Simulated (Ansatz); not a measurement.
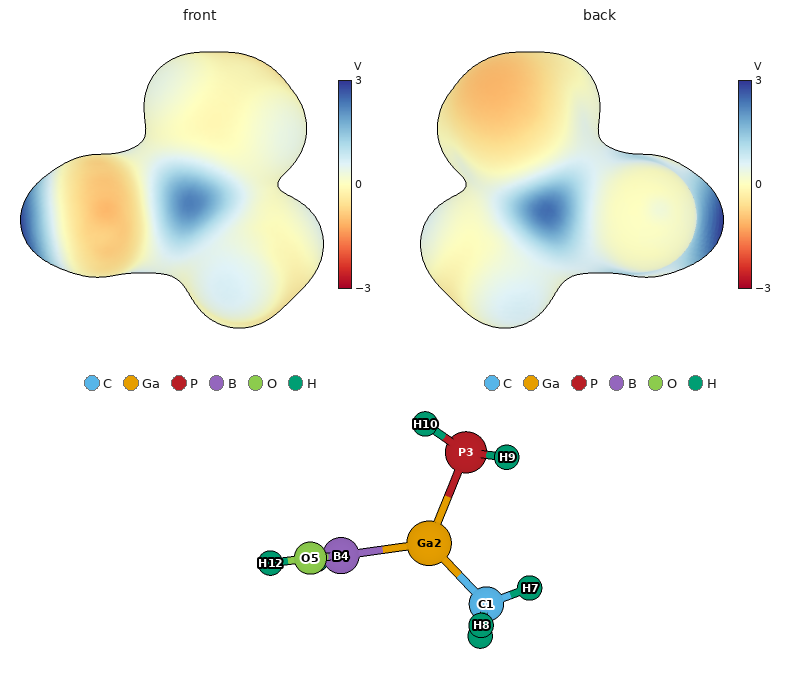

The picture shows: CH₇BGaOP. The molecular electrostatic potential painted on the density surface at 0.002 e/bohr³, seen from the front and from behind; the colour scale runs from red (negative) to blue (positive). The bare structure is drawn below in the same view.

Geometry: PBE0-D4/def2-TZVP.

Level of theory: Ansatz, RKS PBE0-D4/def2-TZVPP.

```csv
atom,x (Å),y (Å),z (Å)
C,-1.3761,0.4734,1.4562
Ga,0.0604,-0.1582,0.2526
P,2.1256,-0.5033,1.2809
B,-0.1864,-0.6964,-1.7662
O,-0.0738,0.2649,-2.7146
H,-2.2232,-0.2175,1.4362
H,-1.0379,0.5853,2.4868
H,-1.7446,1.4415,1.1046
H,2.1205,0.7251,1.9928
H,2.9217,-0.0219,0.2095
H,-0.4046,-1.8303,-2.1260
H,-0.1819,-0.0625,-3.6129
```

Which sites attract a positive test charge, and which a negative one?

Answer. A positive charge is drawn to the negative regions and a negative charge to the positive ones. The most negative region (about −1.0 V) lies over P3 and O5, the most positive (about +2.8 V) over H12.
